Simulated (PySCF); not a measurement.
C$_{4}$H$_{5}$B$_{2}$FO (SMILES Bc1ccoc1BF)

Input file:

```
{"job": {"kind": "nmr", "xc": "PBE0", "basis": "pcSseg-1", "pop": false}, "charge": 0, "multiplicity": 1}
B      1.852867     0.190367    -0.603855
C      0.461789    -0.312372    -0.226285
C     -0.095383    -1.625353    -0.370864
C     -1.364175    -1.566678     0.095768
O     -1.655378    -0.317983     0.520005
C     -0.563416     0.444622     0.330998
B     -0.544899     1.966070     0.720919
F     -0.941297     2.857611    -0.152763
H      2.136200     1.301713    -0.369496
H      2.620278    -0.526666    -1.116147
H      0.407869    -2.481459    -0.771126
H     -2.141533    -2.300243     0.183207
H     -0.172923     2.370370     1.759640
```

Launched as:

```sh
OMP_NUM_THREADS=1 python ens_run.py task.json out
```

Geometry: GFN2-xTB.

Method: PySCF 2.14.0, PBE0/pcSseg-1, SCF density, gas phase, non-relativistic.

Q: What can the converged electron density and electron localisation function tell about the bonding?

A: C–O (1.35 Å): the density is about 2.4 e/Å³ at the midpoint; the ELF peaks at about 0.90 between the atoms; a polar covalent bond.
C–C (1.35 Å): the density is about 2.2 e/Å³ at the midpoint; the ELF peaks at about 0.95 between the atoms, as expected for localised, covalent bonding.
C–B (1.53 Å): ρ is about 1.5 e/Å³ halfway; the ELF peaks at about 1 between the atoms, as expected for localised, covalent bonding.
C–H (1.07 Å): ρ at the midpoint is about 2.1 e/Å³; the ELF climbs to about 1 towards the hydrogen, as it does in any bond to H; an ordinary covalent bond to hydrogen.

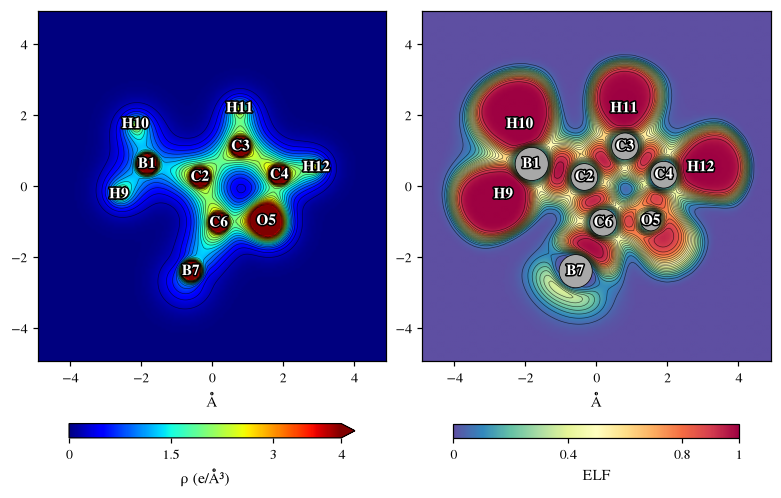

Computed electron density and electron localisation function on the plane of atoms C4, O5 and C6, in this order. Grey discs cover the atomic cores in the ELF map. 
